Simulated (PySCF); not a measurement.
# Two runs on C3H14OSi3

System: C3H14OSi3, SMILES CC(C)[SiH2][SiH2]O[SiH3].
Method of the first run: GIAO PBE0/pcSseg-1 NMR shielding, non-relativistic, IEF-PCM chloroform (PySCF 2.14.0).

The geometry comes from this level: PBE0-D3(BJ)/def2-SVP. Text and figures count atoms from 1; the logs count them from 0 in places.

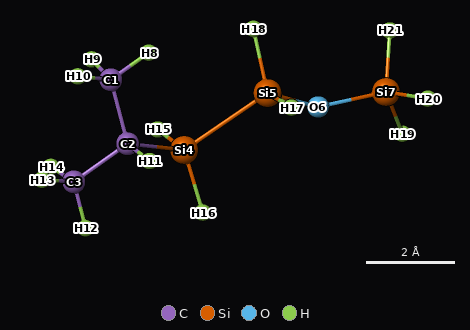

Figure 1. The structure as given in the input (ball-and-stick view, seen at a tilt; atoms are numbered from 1 in the order of the input).

Input file, the first run:
```
{"job": {"kind": "nmr", "xc": "PBE0", "basis": "pcSseg-1", "solvent": "chloroform", "pop": true}, "charge": 0, "multiplicity": 1}
C     -2.222180     1.150984     0.563684
C     -1.954898    -0.336789     0.336708
C     -3.109027    -1.015621    -0.399222
Si    -0.305940    -0.610841    -0.572276
Si     1.472900     0.393539     0.577965
O      2.897931    -0.041409    -0.167621
Si     4.547425     0.097239    -0.101706
H     -1.438452     1.630445     1.171858
H     -2.278707     1.699355    -0.391349
H     -3.182000     1.304669     1.085049
H     -1.833280    -0.825187     1.321640
H     -2.937038    -2.094834    -0.533268
H     -4.055766    -0.895470     0.154552
H     -3.257407    -0.576264    -1.399552
H     -0.385331    -0.023762    -1.950221
H     -0.022027    -2.075695    -0.708482
H      1.495967    -0.053347     2.010511
H      1.347056     1.887826     0.591329
H      5.139882    -0.859907    -1.077337
H      5.043932    -0.222057     1.272438
H      4.966801     1.488284    -0.452175
```

The first line tells a small driver script what to run in PySCF; the rest is the geometry in Å.

Command:
```bash
OMP_NUM_THREADS=1 python <driver script> task.json out
```

Hardware: 1 CPU thread, shared host.

Output (the first run):
```
coarse grid: 17896 points
cycle   1  E = -1065.6897053713  dE =  1.660e-01  |g| = 7.937e-01  |ddm| = 3.916e+00
cycle   2  E = -1065.4761974960  dE =  2.135e-01  |g| = 1.310e+00  |ddm| = 1.711e+00
cycle   3  E = -1065.8073893149  dE = -3.312e-01  |g| = 1.153e-01  |ddm| = 1.243e+00
cycle   4  E = -1065.8096836633  dE = -2.294e-03  |g| = 5.116e-02  |ddm| = 1.381e-01
cycle   5  E = -1065.8103396989  dE = -6.560e-04  |g| = 9.066e-03  |ddm| = 4.917e-02
cycle   6  E = -1065.8103567930  dE = -1.709e-05  |g| = 2.547e-03  |ddm| = 9.521e-03
cycle   7  E = -1065.8103582678  dE = -1.475e-06  |g| = 5.191e-04  |ddm| = 2.247e-03
final grid: 155824 points
cycle   8  E = -1065.8601387511  dE = -1.999e-05  |g| = 9.283e-03  |ddm| = 2.162e-02
cycle   9  E = -1065.8601199117  dE =  1.884e-05  |g| = 1.338e-02  |ddm| = 1.714e-02
cycle  10  E = -1065.8601567660  dE = -3.685e-05  |g| = 1.343e-03  |ddm| = 1.065e-02
cycle  11  E = -1065.8601571162  dE = -3.502e-07  |g| = 2.188e-04  |ddm| = 1.100e-03
cycle  12  E = -1065.8601571260  dE = -9.854e-09  |g| = 6.150e-05  |ddm| = 2.277e-04
cycle  13  E = -1065.8601571268  dE = -7.944e-10  |g| = 2.025e-05  |ddm| = 6.125e-05
converged SCF energy = -1065.8601571268

GIAO shielding tensors (ppm)
atom      isotropic    diamagn.    paramagn.     s11        s22        s33       span
  0 C      162.797     249.132     -86.335    147.418    156.548    184.424     37.006
  1 C      171.921     252.703     -80.782    163.618    175.108    177.039     13.421
  2 C      161.565     244.886     -83.321    144.775    153.834    186.085     41.310
  3 Si     407.586     883.735    -476.149    370.500    374.534    477.723    107.224
  4 Si     371.625     880.546    -508.921    292.346    353.752    468.777    176.431
  5 O      345.154     400.066     -54.912    271.006    364.107    400.349    129.343
  6 Si     385.804     877.458    -491.654    339.736    347.658    470.019    130.283
  7 H       30.429      32.092      -1.664     25.026     29.729     36.531     11.505
  8 H       30.412      31.374      -0.962     27.029     28.572     35.634      8.605
  9 H       30.111      29.686       0.425     25.709     27.457     37.168     11.459
 10 H       30.295      33.726      -3.431     26.777     28.246     35.862      9.086
 11 H       29.965      28.692       1.273     25.135     28.058     36.701     11.567
 12 H       29.995      27.609       2.385     25.531     27.255     37.198     11.667
 13 H       30.343      28.930       1.414     26.641     28.611     35.778      9.137
 14 H       27.666      32.079      -4.413     24.620     26.759     31.619      6.999
 15 H       27.462      31.976      -4.515     23.848     26.378     32.159      8.310
 16 H       25.876      30.973      -5.098     22.008     26.293     29.326      7.318
 17 H       25.810      31.010      -5.200     21.598     26.548     29.285      7.687
 18 H       26.379      27.212      -0.833     22.984     24.707     31.445      8.461
 19 H       26.291      26.876      -0.585     23.060     24.730     31.084      8.024
 20 H       26.291      27.010      -0.719     22.983     24.692     31.198      8.215
```

For the second run the input was changed thus:
```diff
-"solvent": "chloroform"
-"pop": true
+"solvent": "cyclohexane"
+"pop": false
```

How does the second run compare with the first run?

The total energy of the second run is 0.43 kcal/mol higher: the change of the electrostatic solvation energy at this fixed geometry, without cavity or dispersion terms. The dipole moment goes from 1.29 to 1.18 D. Of all shieldings, the largest change is that of Si5, by +0.5 ppm. The number of SCF iterations is the same.

Output (the second run):
```
coarse grid: 17896 points
cycle   1  E = -1065.6882308022  dE =  1.673e-01  |g| = 7.956e-01  |ddm| = 3.916e+00
cycle   2  E = -1065.4670186849  dE =  2.212e-01  |g| = 1.325e+00  |ddm| = 1.740e+00
cycle   3  E = -1065.8065231452  dE = -3.395e-01  |g| = 1.181e-01  |ddm| = 1.274e+00
cycle   4  E = -1065.8089404162  dE = -2.417e-03  |g| = 5.303e-02  |ddm| = 1.448e-01
cycle   5  E = -1065.8096466260  dE = -7.062e-04  |g| = 9.586e-03  |ddm| = 5.201e-02
cycle   6  E = -1065.8096660644  dE = -1.944e-05  |g| = 2.626e-03  |ddm| = 1.010e-02
cycle   7  E = -1065.8096676284  dE = -1.564e-06  |g| = 5.368e-04  |ddm| = 2.296e-03
final grid: 155824 points
cycle   8  E = -1065.8594507782  dE = -1.990e-05  |g| = 9.309e-03  |ddm| = 2.165e-02
cycle   9  E = -1065.8594312578  dE =  1.952e-05  |g| = 1.349e-02  |ddm| = 1.733e-02
cycle  10  E = -1065.8594688801  dE = -3.762e-05  |g| = 1.364e-03  |ddm| = 1.091e-02
cycle  11  E = -1065.8594692450  dE = -3.649e-07  |g| = 2.264e-04  |ddm| = 1.147e-03
cycle  12  E = -1065.8594692556  dE = -1.063e-08  |g| = 6.319e-05  |ddm| = 2.412e-04
cycle  13  E = -1065.8594692565  dE = -8.522e-10  |g| = 2.070e-05  |ddm| = 6.419e-05
converged SCF energy = -1065.8594692565

GIAO shielding tensors (ppm)
atom      isotropic    diamagn.    paramagn.     s11        s22        s33       span
  0 C      162.550     249.014     -86.464    147.182    156.308    184.159     36.977
  1 C      171.914     252.826     -80.912    163.510    175.228    177.003     13.493
  2 C      161.343     244.753     -83.410    144.570    153.625    185.835     41.265
  3 Si     407.533     883.727    -476.194    370.615    374.481    477.502    106.887
  4 Si     372.149     880.541    -508.391    292.801    354.057    469.590    176.789
  5 O      345.527     399.906     -54.379    270.451    364.898    401.231    130.780
  6 Si     386.067     877.496    -491.428    339.725    347.958    470.519    130.793
  7 H       30.455      32.097      -1.642     25.068     29.762     36.536     11.468
  8 H       30.421      31.368      -0.948     27.047     28.578     35.637      8.590
  9 H       30.125      29.705       0.419     25.734     27.472     37.167     11.433
 10 H       30.361      33.798      -3.437     26.853     28.325     35.906      9.053
 11 H       29.970      28.685       1.285     25.150     28.063     36.697     11.547
 12 H       30.011      27.623       2.388     25.554     27.274     37.204     11.650
 13 H       30.351      28.919       1.431     26.655     28.615     35.783      9.128
 14 H       27.630      32.029      -4.399     24.568     26.721     31.602      7.034
 15 H       27.428      31.927      -4.499     23.800     26.345     32.141      8.341
 16 H       25.868      30.956      -5.088     22.000     26.287     29.317      7.317
 17 H       25.802      30.994      -5.192     21.587     26.543     29.278      7.691
 18 H       26.369      27.219      -0.850     22.977     24.694     31.436      8.459
 19 H       26.288      26.890      -0.602     23.057     24.727     31.081      8.024
 20 H       26.285      27.021      -0.736     22.977     24.686     31.192      8.215
```

The two runs side by side:

| quantity | the first run | the second run |
| --- | --- | --- |
| outcome | converged | converged |
| total energy (hartree) | −1065.860157 | −1065.859469 |
| HOMO (eV) | −7.60 | −7.62 |
| LUMO (eV) | −0.36 | −0.38 |
| dipole moment (D) | 1.29 | 1.18 |
| shielding of C1 (ppm) | 162.8 | 162.5 |
| shielding of C3 (ppm) | 161.6 | 161.3 |
| shielding of Si4 (ppm) | 407.6 | 407.5 |
| shielding of Si5 (ppm) | 371.6 | 372.1 |
| shielding of O6 (ppm) | 345.2 | 345.5 |
| shielding of Si7 (ppm) | 385.8 | 386.1 |
| shielding of H11 (ppm) | 30.3 | 30.4 |
| SCF iterations | 13 | 13 |
| basis functions | 210 | 210 |
| wall time (shared host) | 1.9 min | 1.8 min |
